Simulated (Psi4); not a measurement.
# GeH4 (germane) at M06-2X/def2-TZVP

Aim: the vertical ionisation energy of GeH4 (germane) at M06-2X/def2-TZVP, from 2 runs. 

Program for the calculation: Psi4 1.11.

1 further run of the same task is left out (set aside as unsound or not needed).

### 1 The molecule

GeH4 has 5 atoms, charge 0, and is taken as a singlet. As SMILES, `[GeH4]`. Geometry: relaxed at PBE0-D4/def2-TZVP.

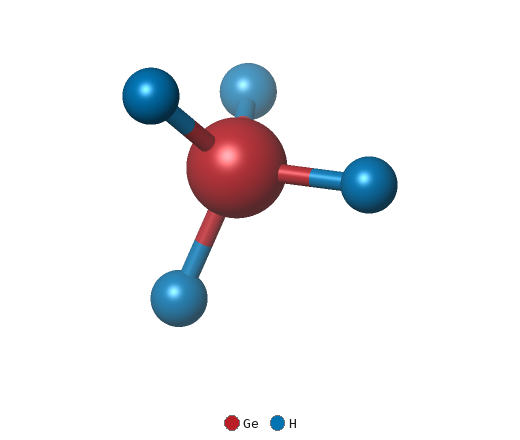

Viewed from a chosen angle; germanium red, hydrogen blue.

### 2 Energy and forces at M06-2X/def2-TZVP

Input file geh4.xyz:

```xyz
5
GeH4
Ge     0.000100     0.000100     0.000000
H      1.148100    -0.756300     0.680600
H     -1.238800    -0.030000     0.904200
H     -0.329200    -0.669100    -1.340600
H      0.419800     1.455400    -0.244100
```

Input file run.py:

```python
import psi4

psi4.set_memory('1600 MB')
psi4.set_num_threads(1)
psi4.core.set_output_file('run.log', False)

with open('geh4.xyz') as f:
    atoms = ''.join(f.readlines()[2:])
molecule = psi4.geometry('0 1\n' + atoms + 'symmetry c1')

psi4.set_options({
    'basis': 'def2-TZVP',
    'puream': True,
    'e_convergence': 1e-09,
    'd_convergence': 1e-08,
    'scf_type': 'pk',
    'dft_radial_points': 99,
    'dft_spherical_points': 590,
})

energy_value, wavefunction = psi4.gradient('M06-2X', molecule=molecule, return_wfn=True)
psi4.oeprop(wavefunction, 'WIBERG_LOWDIN_INDICES', 'LOWDIN_CHARGES', 'MAYER_INDICES')
print('gradient / Eh bohr^-1')
print(energy_value.np.round(6))
print(f'energy = {wavefunction.energy():.10f} Eh')
```

On the command line:

```console
$ python run.py
```

run.log:

```text
[...]
  Running in c1 symmetry.
[...]
  Nuclear repulsion =   45.420424199804401
[...]
  Multiplicity = 1
[...]
  Nalpha       = 18
  Nbeta        = 18
[...]
    Number of basis functions: 72
[...]
   @RKS iter   1: -2077.76624066151362   -1.92547e+00   4.21335e-02 DIIS/ADIIS
[...]
   @RKS iter   9: -2079.37512520234441   -1.63709e-11   5.88052e-09 DIIS
[...]
    Orbital Energies [Eh]
    ---------------------
    Doubly Occupied:
       1A   -401.009255     2A    -50.521353     3A    -45.044799
       4A    -45.044799     5A    -45.044799     6A     -6.490329
       7A     -4.653621     8A     -4.653621     9A     -4.653620
      10A     -1.391647    11A     -1.391646    12A     -1.391645
      13A     -1.388922    14A     -1.388921    15A     -0.624766
      16A     -0.398002    17A     -0.397977    18A     -0.397967
[...]
  @RKS Final Energy: -2079.37512520234441
   => Energetics <=
    Nuclear Repulsion Energy =             45.4204241998044012
    One-Electron Energy =               -2987.9218414751203454
    Two-Electron Energy =                 901.1007874239568309
    DFT Exchange-Correlation Energy =     -37.9744953509853929
    Empirical Dispersion Energy =           0.0000000000000000
    VV10 Nonlocal Energy =                  0.0000000000000000
    Total Energy =                      -2079.3751252023444067
[...]
 Multipole Moments:
 ------------------------------------------------------------------------------------
     Multipole            Electronic (a.u.)      Nuclear  (a.u.)        Total (a.u.)
 ------------------------------------------------------------------------------------
 L = 1.  Multiply by 2.5417464519 to convert [e a0] to [Debye]
 Dipole X            :          0.0006882           -0.0005051            0.0001831
 Dipole Y            :          0.0005422           -0.0004041            0.0001381
 Dipole Z            :         -0.0001434            0.0001010           -0.0000424
 Magnitude           :                                                    0.0002333
[...]
  -Total Gradient:
     Atom            X                  Y                   Z
    ------   -----------------  -----------------  -----------------
       1        0.000019974184    -0.000009284645     0.000012063093
       2       -0.002055624888     0.001340555612    -0.001212811206
       3        0.002199718906     0.000043266810    -0.001612546355
       4        0.000577194840     0.001174965319     0.002373952132
       5       -0.000744575611    -0.002547173638     0.000426908307
[...]
```

The script printed:

```text
gradient / Eh bohr^-1
[[ 2.000e-05 -9.000e-06  1.200e-05]
 [-2.056e-03  1.341e-03 -1.213e-03]
 [ 2.200e-03  4.300e-05 -1.613e-03]
 [ 5.770e-04  1.175e-03  2.374e-03]
 [-7.450e-04 -2.547e-03  4.270e-04]]
energy = -2079.3751252023 Eh
```

It took 14 s on 1 thread of Intel Xeon 6975P-C (Granite Rapids), shared host; peak memory 0.98 GiB.

### 3 The doublet cation: a single-point energy at UM06-2X/def2-TZVP

Input file run.py:

```python
import psi4

psi4.set_memory('1600 MB')
psi4.set_num_threads(1)
psi4.set_output_file('geh4.out', False)

molecule = psi4.geometry("""
1 2
Ge     0.000100     0.000100     0.000000
H      1.148100    -0.756300     0.680600
H     -1.238800    -0.030000     0.904200
H     -0.329200    -0.669100    -1.340600
H      0.419800     1.455400    -0.244100
symmetry c1
no_reorient
no_com
""")

psi4.set_options({
    'reference': 'uks',
    'puream': True,
    'e_convergence': 1e-09,
    'd_convergence': 1e-08,
    'scf_type': 'pk',
    'dft_radial_points': 99,
    'dft_spherical_points': 590,
    'maxiter': 100,
})

e, wfn = psi4.energy('m06-2x/def2-TZVP', molecule=molecule, return_wfn=True)
psi4.oeprop(wfn, 'QUADRUPOLE', 'MAYER_INDICES', 'LOWDIN_CHARGES', title='M06-2X')
print(f'm06-2x/def2-TZVP energy: {e:.10f} Eh')
for k, v in sorted(psi4.core.scalar_variables().items()):
    print(f'{k:45s} {v:18.10f}')
```

On the command line:

```console
$ python run.py
```

geh4.out:

```text
[...]
  Running in c1 symmetry.
[...]
  Nuclear repulsion =   45.420424199804401
[...]
  Multiplicity = 2
[...]
  Nalpha       = 18
  Nbeta        = 17
[...]
    Number of basis functions: 72
[...]
   @UKS iter   1: -2077.54133437329347   -1.70057e+00   4.06149e-02 DIIS/ADIIS
[...]
   @UKS iter  33: -2078.92409448860735   -1.18234e-10   6.52587e-09 DIIS
[...]
   @S^2 Observed:                7.642148473E-01
[...]
    Orbital Energies [Eh]
    ---------------------
    Alpha Occupied:
       1A   -401.313661     2A    -50.825589     3A    -45.350838
       4A    -45.348279     5A    -45.348279     6A     -6.793799
       7A     -4.961987     8A     -4.954534     9A     -4.954534
      10A     -1.697151    11A     -1.697149    12A     -1.695659
      13A     -1.691318    14A     -1.687953    15A     -0.925856
      16A     -0.703537    17A     -0.692492    18A     -0.692476
    Alpha Virtual:
      19A     -0.162445    20A     -0.159357    21A     -0.159336
      22A     -0.151128    23A     -0.040682    24A     -0.033963
      25A      0.023137    26A      0.023151    27A      0.024283
[...]
  @UKS Final Energy: -2078.92409448860735
   => Energetics <=
    Nuclear Repulsion Energy =             45.4204241998044012
    One-Electron Energy =               -2977.0982863647363956
    Two-Electron Energy =                 890.5769361224772638
    DFT Exchange-Correlation Energy =     -37.8231684461528275
    Empirical Dispersion Energy =           0.0000000000000000
    VV10 Nonlocal Energy =                  0.0000000000000000
    Total Energy =                      -2078.9240944886073521
[...]
 Multipole Moments:
 ------------------------------------------------------------------------------------
     Multipole            Electronic (a.u.)      Nuclear  (a.u.)        Total (a.u.)
 ------------------------------------------------------------------------------------
 L = 1.  Multiply by 2.5417464519 to convert [e a0] to [Debye]
 Dipole X            :         -0.0078364            0.0058582           -0.0019783
 Dipole Y            :         -0.0067406            0.0060471           -0.0006935
 Dipole Z            :         -0.0008568            0.0001890           -0.0006678
 Magnitude           :                                                    0.0022001
 L = 2.  Multiply by 1.3450342976 to convert [e a0^2] to [Debye ang]
 Quadrupole XX       :        -22.8565127           11.2037304          -11.6527823
 Quadrupole XY       :          0.0321842            0.0003604            0.0325446
[...]
```

On the terminal:

```text
m06-2x/def2-TZVP energy: -2078.9240944886 Eh
CURRENT ENERGY                                  -2078.9240944886
CURRENT REFERENCE ENERGY                        -2078.9240944886
DD SOLVATION ENERGY                                 0.0000000000
DFT FUNCTIONAL TOTAL ENERGY                     -2078.9240944886
DFT TOTAL ENERGY                                -2078.9240944886
DFT VV10 ENERGY                                     0.0000000000
DFT XC ENERGY                                     -37.8231684462
GRID ELECTRONS ALPHA                               17.9999999825
GRID ELECTRONS BETA                                16.9999999812
GRID ELECTRONS TOTAL                               34.9999999637
NUCLEAR REPULSION ENERGY                           45.4204241998
ONE-ELECTRON ENERGY                             -2977.0982863647
PCM POLARIZATION ENERGY                             0.0000000000
PE ENERGY                                           0.0000000000
SCF ITERATION ENERGY                            -2078.9240944886
SCF ITERATIONS                                     33.0000000000
SCF TOTAL ENERGY                                -2078.9240944886
TWO-ELECTRON ENERGY                               890.5769361225
XC GRID RADIAL POINTS                              99.0000000000
XC GRID SPHERICAL POINTS                          590.0000000000
XC GRID TOTAL POINTS                           278696.0000000000
```

Run time: 50 s. Hardware: 1 thread of Intel Xeon 6975P-C (Granite Rapids), shared host; peak memory 0.98 GiB.

### 4 Results

Level: M06-2X/def2-TZVP.

| quantity | value |
| --- | --- |
| singlet GeH4: total energy | -2079.37513 Eh |
| singlet GeH4: dipole moment | 0.00 D |
| singlet GeH4: HOMO energy | -10.83 eV |
| singlet GeH4: LUMO energy | 2.14 eV |
| singlet GeH4: HOMO–LUMO gap | 12.97 eV |
| singlet GeH4: largest force on an atom | 0.141 eV/Å |
| doublet cation: total energy | -2078.92409 Eh |
| doublet cation: HOMO energy (highest over α and β) | -17.66 eV |
| doublet cation: LUMO energy (lowest over α and β) | -13.82 eV |
| doublet cation: ⟨S²⟩ | 0.764 |
| vertical ionisation energy (to the doublet cation) | 12.273 eV |

What this shows: The vertical ionisation energy comes to 12.27 eV (1184 kJ/mol). The negative HOMO energy of the first species, 10.83 eV, lies 1.44 eV below that difference.
